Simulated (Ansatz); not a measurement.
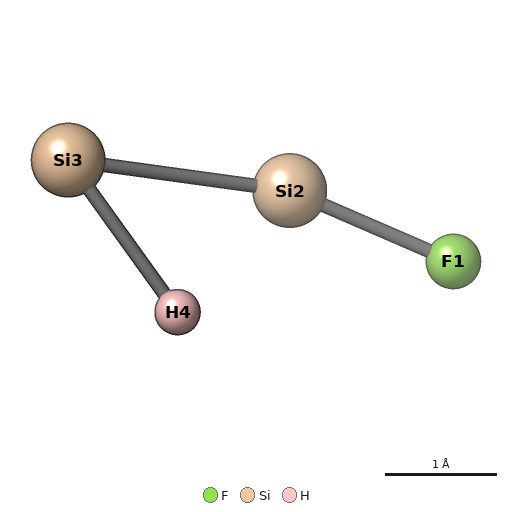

Orthographic view. Atoms fade into the background with distance from the viewer. The geometry was computed by an optimisation with PBE-D4/def2-SVP. No frequency run is at hand to confirm it as a minimum.

Write a Z-matrix (Å, degrees) in the order of the atom numbers, with these reference atoms: 2 to 1; 3 to 2, 1; 4 to 3, 2, 1.

```
F  
Si   1   1.637
Si   2   2.127   1   163.1
H    3   1.698   2    52.2   1    -0.9
```
